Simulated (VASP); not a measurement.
Band structure of Y (hcp). All values below come from PBEsol GGA, VASP's PBE PAW potentials (set 64) (plane waves; VASP).

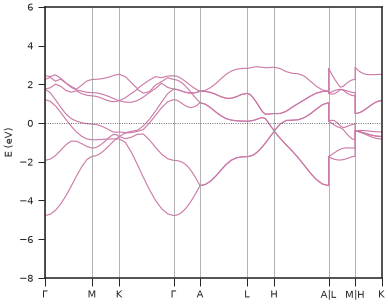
Fig. 1. Bands along high-symmetry lines, zero at the valence-band maximum or, without a gap, the Fermi level

### Question
Read the plot: is there a gap, and where are the band edges?

### Answer
It has no gap at this level: it comes out as a metal or semimetal. (Edges off the drawn lines would not show.)

The compound is Y in the hcp structure. It was relaxed first, which changed the volume by -6 %.
